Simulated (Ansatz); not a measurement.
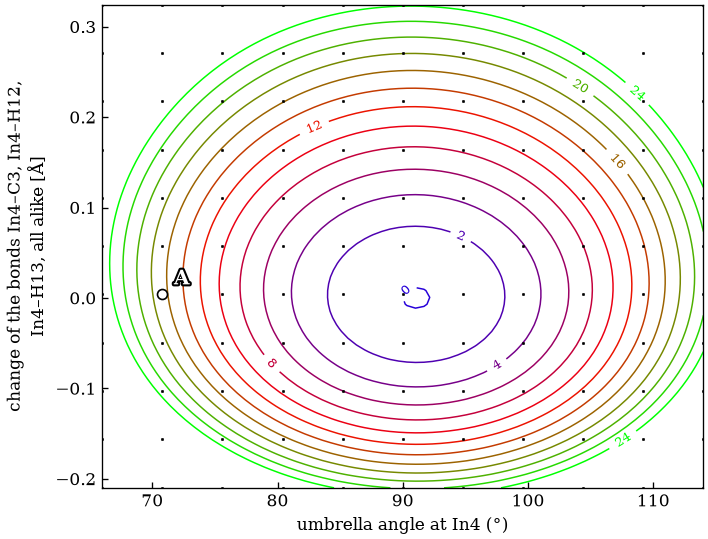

C2H9InSi, SMILES [SiH3]C[CH2][InH2]. The first coordinate is: umbrella angle at In4 (between each of its bonds and their common axis; 90 is planar); the second: change of the bonds In4–C3, In4–H12, In4–H13, all alike. Nothing is relaxed (all other coordinates rigid). Grid: 11 × 11 points. Points are written as (first, second). Energies: kcal/mol, counted from the lowest grid point. These are results of Ansatz 0.2.0, RKS PBE-D4/def2-SVP, not measurements.

The picture shows contour lines labelled in kcal/mol (none above 24), dots at the grid points, the point A. Between grid points the surface is interpolated.

### Is A at rest? If not, where is it pushed?

A, at (70.8°, 0.004 Å), is not a stationary point. The computed force is 1.7 kcal/mol for each degree towards larger values of the first coordinate and 15 kcal/mol for each Å towards larger values of the second coordinate.
